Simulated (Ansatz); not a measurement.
# C2H5BOSi: the cost of one run

Program: Ansatz 0.2.0, Gaussian basis. Level of theory: functionals in def2-TZVPP, the program's frozen cores in correlated methods. These are calculated values, not measurements.

Plan: LDA (SPW92), PBE-D4, revPBE-D4, BLYP-D4, r2SCAN-D4, B97M-V, PBE0-D4, B3LYP-D4, r2SCANh-D4, r2SCAN0-D4, HSE06-D4, BHLYP-D4, CAM-B3LYP-D4, LC-ωPBE, ωB97X-V, ωB97M-V, B2PLYP, PBE-QIDH; CCSD(T)/def2-SVP; MP2/def2-TZVPP; MP2/def2-QZVPP; RPA on PBE.

1 further run of the same task is left out (it didn't finish).

### 1 Structure used throughout

All runs share one geometry, relaxed beforehand with PBE0-D4 in a triple-zeta def2 set.

10 atoms, charge 0, spin multiplicity 1.

Atoms are counted from 1 here; the program's logs count them from 0.

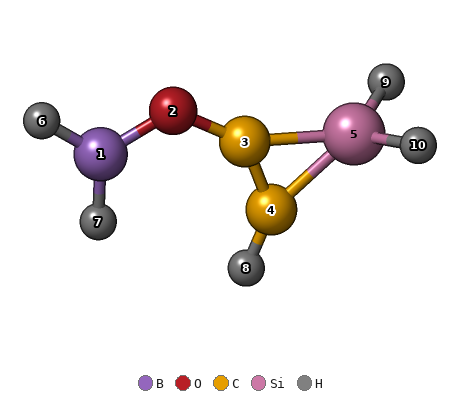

The structure; boron purple, oxygen red, carbon amber, silicon pink, hydrogen grey; atoms are numbered from 1 in the order of the file.

### 2 LDA

This LDA is Slater exchange with PW92 correlation.

Contents of in.yaml:

```yaml
crystal:
  periodic: [false, false, false]
  atoms:
    - {symbol: B, position_ang: [-1.792661, 1.206579, 0.399471]}
    - {symbol: O, position_ang: [-0.473738, 1.281651, 0.078807]}
    - {symbol: C, position_ang: [0.290872, 0.174937, -0.073360]}
    - {symbol: C, position_ang: [0.159077, -1.146660, -0.004630]}
    - {symbol: Si, position_ang: [1.855516, -0.638319, -0.425666]}
    - {symbol: H, position_ang: [-2.361157, 2.250307, 0.505990]}
    - {symbol: H, position_ang: [-2.321052, 0.144932, 0.558401]}
    - {symbol: H, position_ang: [-0.617533, -1.870660, 0.201919]}
    - {symbol: H, position_ang: [2.387364, -0.760290, -1.805576]}
    - {symbol: H, position_ang: [2.956413, -0.693676, 0.567744]}
basis:
  gaussian: {orbitals: def2-TZVPP}
hamiltonian: {xc: lda}
output: {orbitals: {seedname: orbitals}}
```

The run is started by

```bash
ansatz run in.yaml --threads 2 --pin off --events-out ev --progress --plain --max-ram 4352MiB
```

**Question.** How long does this run take on 2 threads of Arm Neoverse N1, shared host, and how much memory does it need?

About 3.2 s, with a peak of 0.27 GiB.
